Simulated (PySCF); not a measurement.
# CH6FGeN (SMILES C[NH][GeH2][F]) at 5 levels

Aim: a comparison of 5 runs (HF/3-21G, HF/pcseg-1, HF/def2-SVP, BP86/3-21G, wB97X/6-31G**) of CH6FGeN. The job is set up through a Python script.

The calculation is run with PySCF 2.14.0.

### Step 1. The structure to begin with

The species is CH6FGeN (10 atoms), meant as a singlet with charge 0. As SMILES, `C[NH][GeH2][F]`. The shape is that of a PBE0-D4/def2-TZVP optimisation. This is one conformer, not always the lowest.

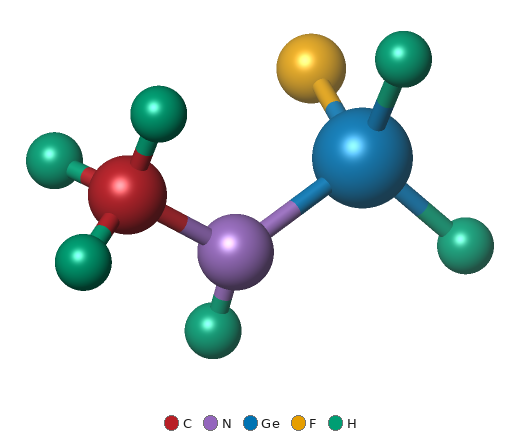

The structure, seen from a chosen angle (carbon red, nitrogen purple, germanium blue, fluorine amber, hydrogen teal).

### Step 2. Energy and forces at HF/3-21G (run 1)

job.py

```python
from pyscf import gto

mol = gto.Mole()
mol.atom = '''
C      0.220909     1.996307    -1.785035
N     -1.161426     0.658192     0.166674
Ge     0.235460    -1.906167     1.931111
F      0.801055    -4.544035     0.005669
H      0.243397     1.020074    -3.612967
H     -0.575044     3.882631    -2.068116
H      2.183012     2.250097    -1.192228
H     -3.015625     0.462983    -0.230358
H      2.859912    -1.101332     2.848762
H     -1.634802    -2.815503     3.942347
'''
mol.unit = 'bohr'
mol.verbose = 3
mol.basis = '3-21g'
mol.max_memory = 1860
mol.build()

mf = mol.RHF()
mf.conv_tol = 1e-10
mf.kernel()
if not mf.converged:
    mf = mf.newton().run(mf.mo_coeff, mf.mo_occ)

e_tot = mf.e_tot
print('Final energy', e_tot)
grad = mf.nuc_grad_method().kernel()
dip = mf.dip_moment()
pop, q = mf.mulliken_pop()
```

Run with:

```sh
$ OMP_NUM_THREADS=1 python job.py
```

Log:

```text
converged SCF energy = -2259.58564425725
Final energy -2259.5856442572535
[... 8 lines left out ...]
Dipole moment(X, Y, Z, Debye): -0.76378,  1.87298,  0.27414
[... 72 lines left out ...]
charge of    9H =     -0.24177
```

It took 7.2 s on 1 thread of Intel Xeon at 2.50GHz (Skylake/Cascade Lake), shared host; peak memory 0.13 GiB.

### Step 3. Energy and forces at HF/pcseg-1 (run 2)

run.py

```python
import pyscf.grad
from pyscf import gto

mol = gto.Mole()
mol.atom = '''
C      0.116900     1.056400    -0.944600
N     -0.614600     0.348300     0.088200
Ge     0.124600    -1.008700     1.021900
F      0.423900    -2.404600     0.003000
H      0.128800     0.539800    -1.911900
H     -0.304300     2.054600    -1.094400
H      1.155200     1.190700    -0.630900
H     -1.595800     0.245000    -0.121900
H      1.513400    -0.582800     1.507500
H     -0.865100    -1.489900     2.086200
'''
mol.basis = 'pcseg-1'
mol.verbose = 4
mol.max_memory = 1860
mol.spin = 0
mol.build()

mf = mol.RHF()
mf.conv_tol = 1e-10
mf.kernel()
if not mf.converged:
    mf = mf.newton().run(mf.mo_coeff, mf.mo_occ)

e_tot = mf.e_tot
print(f'total energy: {e_tot:.8f} hartree')
grad = mf.Gradients().kernel()
mf.analyze()
```

Run with:

```sh
$ OMP_NUM_THREADS=1 python run.py
```

Log:

```text
PySCF version 2.14.0

[... 91 lines left out ...]
MO #4   energy= -46.2565881548988  occ= 2
[... 18 lines left out ...]
MO #23  energy= -0.622650363576495 occ= 2
[... 18 lines left out ...]
MO #42  energy= 0.462478317309318  occ= 0
[... 18 lines left out ...]
MO #61  energy= 1.22612633696741   occ= 0
[... 18 lines left out ...]
MO #80  energy= 2.45085326886685   occ= 0
[... 18 lines left out ...]
MO #99  energy= 3.74140950435362   occ= 0
[... 112 lines left out ...]
Dipole moment(X, Y, Z, Debye): -0.72551,  2.13673,  0.49687
```

Run time: 38 s. Hardware: 1 thread of Intel Xeon at 2.50GHz (Skylake/Cascade Lake), shared host; peak memory 0.22 GiB.

Runs 3 to 4 aren't shown in full; the table further down has their settings and results.

### Step 4. Energy and forces at wB97X/6-31G(d,p) (spherical functions) (run 5)

input.xyz

```xyz
10
CH6FGeN
C      0.116900     1.056400    -0.944600
N     -0.614600     0.348300     0.088200
Ge     0.124600    -1.008700     1.021900
F      0.423900    -2.404600     0.003000
H      0.128800     0.539800    -1.911900
H     -0.304300     2.054600    -1.094400
H      1.155200     1.190700    -0.630900
H     -1.595800     0.245000    -0.121900
H      1.513400    -0.582800     1.507500
H     -0.865100    -1.489900     2.086200
```

input.py

```python
# C[NH][GeH2][F]
import pyscf.grad
from pyscf import gto, dft

mol = gto.M(
    atom='input.xyz',
    charge=0,
    max_memory=1860,
    basis='6-31g**',
    verbose=3,
    spin=0,
)

calc0 = dft.RKS(mol, xc='wb97x')
calc0.grids.level = 5
calc0.conv_tol = 1e-10
calc0.kernel()
if not calc0.converged:
    calc0 = calc0.newton().run(calc0.mo_coeff, calc0.mo_occ)

etot = calc0.e_tot
print(f'total energy: {etot:.8f} hartree')
grad = calc0.Gradients().kernel()
dip = calc0.dip_moment()
pop, q = calc0.mulliken_pop()
```

Run with:

```sh
$ OMP_NUM_THREADS=1 python input.py
```

Log:

```text
converged SCF energy = -2273.06153146847
total energy: -2273.06153147 hartree
[... 8 lines left out ...]
Dipole moment(X, Y, Z, Debye): -0.76877,  1.79494,  0.28588
[... 115 lines left out ...]
charge of    9H =     -0.01550
```

Run time: 2.9 min. Hardware: 1 thread of Intel Xeon at 2.50GHz (Skylake/Cascade Lake), shared host; peak memory 1 GiB.

### Step 5. All runs side by side

```csv
run,level,integration grid,energy (Eh),dipole moment (D),HOMO energy (eV),LUMO energy (eV),wall time
1,HF/3-21G,–,-2259.585644,2.04,-10.38,5.00,7.2 s
2,HF/pcseg-1,–,-2270.318030,2.31,-10.76,3.96,38 s
3,HF/def2-SVP,–,-2270.239123,2.23,-10.69,4.32,30 s
4,BP86/3-21G,5,-2262.487187,1.85,-5.24,0.70,35 s
5,wB97X/6-31G** (spherical functions),5,-2273.061531,1.97,-9.37,3.15,2.9 min
```

### Step 6. Outcome

| quantity | value |
| --- | --- |
| run 5: total energy | -2273.06153 Eh |
| run 5: dipole moment | 1.97 D |
| run 5: HOMO energy | -9.37 eV |
| run 5: LUMO energy | 3.15 eV |
| run 5: HOMO–LUMO gap | 12.52 eV |
| run 5: largest force on an atom | 0.163 eV/Å |

**Reading.** The dipole moment (its size) runs from 1.85 D (BP86/3-21G) to 2.31 D (HF/pcseg-1). The two ends differ in method and basis. The HOMO–LUMO gap runs from 5.95 eV (BP86/3-21G) to 15.37 eV (HF/3-21G). Exact exchange widens orbital gaps. Totals of different functionals can't be ranked against each other. All runs together took 4.8 min, the longest 2.9 min.
